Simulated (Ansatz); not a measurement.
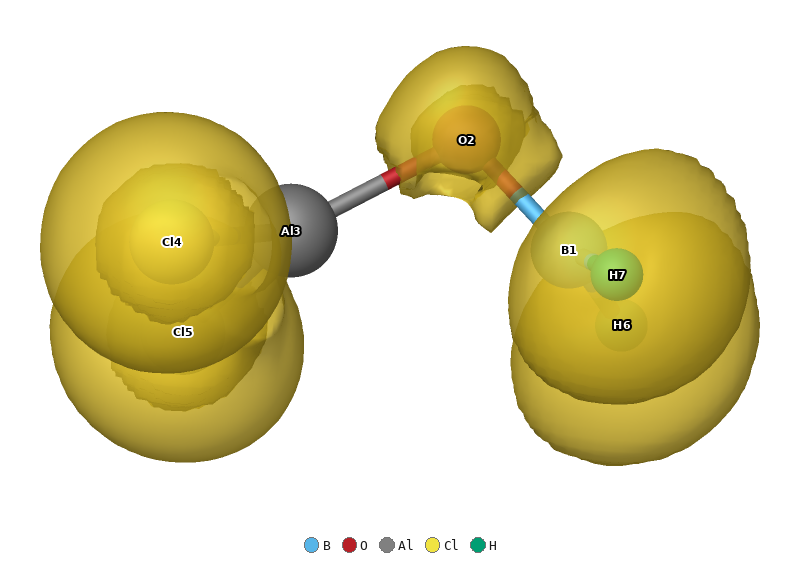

The picture shows: AlBCl2H2O (SMILES B[O][Al]([Cl])[Cl]). Isosurface of the electron localisation function at 0.8 (yellow), seen from one side. Only the valence region is drawn (cores and ρ < 0.01 e/Å³ removed).

Method: Ansatz, SCF PBE0, Gaussian basis.

Input file:

```
crystal:
  periodic: [false, false, false]
  atoms:
    - { symbol: B, position_ang: [-1.3716, -0.164, 0.0082] }
    - { symbol: O, position_ang: [-0.3755, -1.025, -0.4726] }
    - { symbol: Al, position_ang: [1.1708, -0.1455, -0.1299] }
    - { symbol: Cl, position_ang: [2.2769, -0.411, 1.8329] }
    - { symbol: Cl, position_ang: [2.0741, 1.2119, -1.639] }
    - { symbol: H, position_ang: [-1.9051, 0.6776, -0.7483] }
    - { symbol: H, position_ang: [-1.8084, -0.212, 1.103] }
basis:
  gaussian:
    orbitals: def2-SVPD
hamiltonian:
  xc: pbe0
output:
  orbitals: {}
```

Command:

```sh
python energy_albcl2h2o.py
```

### Where are the electrons localised?

At this value the surface marks out two regions around hydrogen nuclei, two regions on Cl in which the atom's valence shell and bonds are merged and one region on O in which the atom's valence shell and bonds are merged. Profiles from the grid: B–O (1.40 Å): the ELF peaks at about 0.90 between the atoms, as expected for a shared but strongly polarised pair. Al–O (1.81 Å): the ELF peaks at about 0.85 in the valence shell of O, 0.6 Å from its nucleus, and is about 0.40 at the midpoint.
